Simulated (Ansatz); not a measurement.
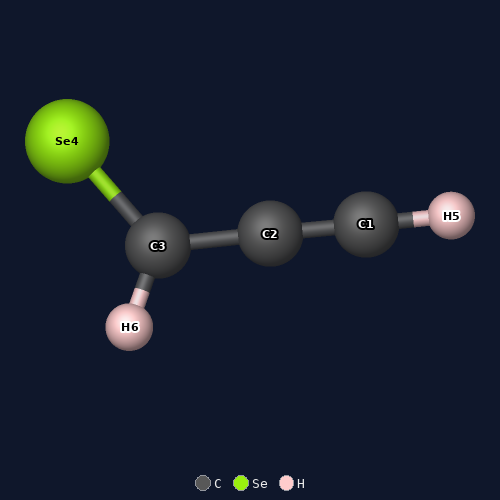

The system is C3H2Se, SMILES C#CC=[Se]; the picture shows the reference structure. Coordinates scanned: (1) angle C1–C2–C3 (carried through 180); (2) change of the bonds C2–C1, C2–C3, all alike. Nothing is relaxed (all other coordinates rigid). The scan uses an 11 × 11 grid. Points are written as (first, second). Energies are in eV, from the lowest grid point. The calculation used Ansatz, RKS wB97M-V/def2-SVP.

Its coordinates:

```xyz
6

C     0.3780    1.2981   -0.8315
C     0.1304    0.3126   -0.1688
C    -0.1459   -0.8394    0.6163
Se   -1.5434   -1.8796    0.4097
H     0.5884    2.1692   -1.4240
H     0.5924   -1.0609    1.3983
```

Range: angle C1–C2–C3 (carried through 180) from 140 to 220°; change of the bonds C2–C1, C2–C3, all alike from −0.145 to 0.224 Å.

> Predict the map.

The lowest grid point is at (180°, 0.003 Å). No other kind of well shows on this grid. The highest grid point, (220°, −0.145 Å), lies 3.01 eV above the lowest. Round the minimum the two coordinates are nearly uncoupled.

| second ↓, first → | 140 | 148 | 156 | 164 | 172 | 180 | 188 | 196 | 204 | 212 | 220 |
| --- | --- | --- | --- | --- | --- | --- | --- | --- | --- | --- | --- |
| 0.224 | 2.71 | 2.64 | 2.60 | 2.56 | 2.54 | 2.53 | 2.54 | 2.56 | 2.59 | 2.64 | 2.71 |
| 0.187 | 2.11 | 2.03 | 1.96 | 1.92 | 1.89 | 1.88 | 1.89 | 1.91 | 1.96 | 2.03 | 2.12 |
| 0.150 | 1.58 | 1.47 | 1.39 | 1.34 | 1.30 | 1.29 | 1.30 | 1.34 | 1.39 | 1.48 | 1.59 |
| 0.113 | 1.13 | 1.00 | 0.90 | 0.84 | 0.79 | 0.78 | 0.80 | 0.84 | 0.91 | 1.01 | 1.15 |
| 0.076 | 0.79 | 0.64 | 0.52 | 0.44 | 0.39 | 0.38 | 0.40 | 0.45 | 0.53 | 0.65 | 0.82 |
| 0.040 | 0.58 | 0.41 | 0.28 | 0.18 | 0.13 | 0.11 | 0.13 | 0.19 | 0.29 | 0.43 | 0.62 |
| 0.003 | 0.53 | 0.34 | 0.19 | 0.08 | 0.02 | 0.00 | 0.03 | 0.10 | 0.21 | 0.37 | 0.58 |
| −0.034 | 0.69 | 0.47 | 0.30 | 0.18 | 0.11 | 0.09 | 0.12 | 0.20 | 0.33 | 0.52 | 0.75 |
| −0.071 | 1.10 | 0.86 | 0.67 | 0.54 | 0.46 | 0.44 | 0.47 | 0.56 | 0.71 | 0.91 | 1.17 |
| −0.108 | 1.82 | 1.55 | 1.34 | 1.19 | 1.11 | 1.08 | 1.12 | 1.22 | 1.39 | 1.61 | 1.90 |
| −0.145 | 2.91 | 2.61 | 2.38 | 2.22 | 2.13 | 2.10 | 2.15 | 2.26 | 2.44 | 2.69 | 3.01 |

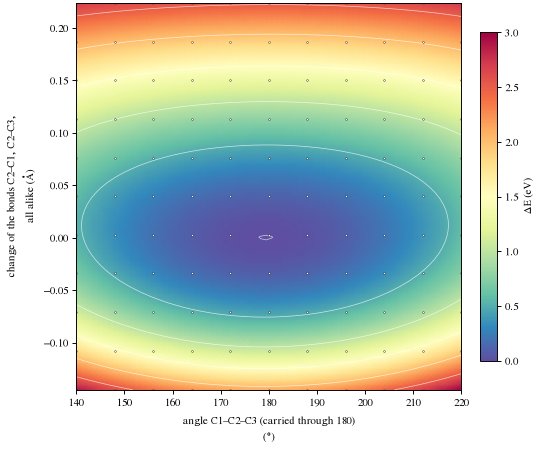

In the figure: a smooth colour map with a few white contour lines, dots at the grid points. Between grid points the surface is interpolated.

The whole map (121 points run) took 9.5 min on 1 thread of AMD EPYC 9R45 96-Core Processor (Zen 5) (shared host).
